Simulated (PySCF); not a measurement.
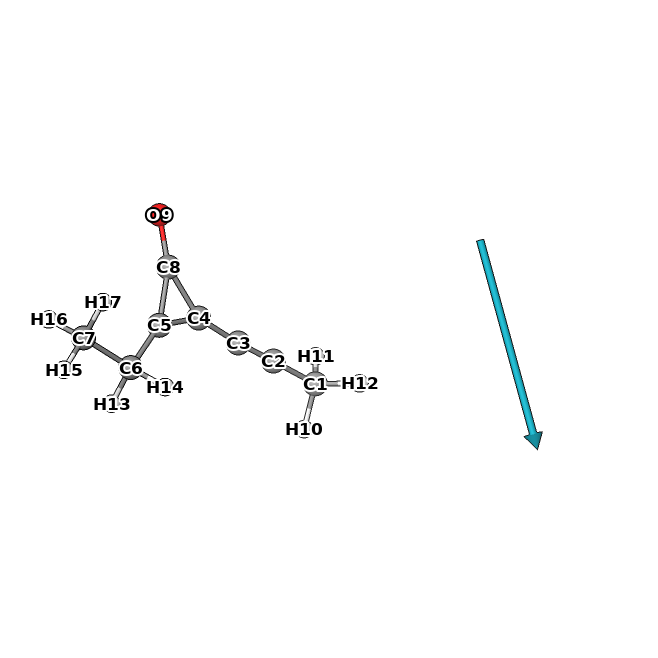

The arrow beside the molecule shows the direction of the dipole moment, from the negative to the positive end (its length means nothing). Computed geometry: GFN2-xTB optimisation. No frequency run is at hand to confirm it as a minimum. Level of theory: PBE0/pcSseg-1, gas phase (PySCF 2.14.0).

> How large is the dipole moment?

5.13 D; it points from the side of O9 to the side of H10 (the outermost atoms at the two ends).
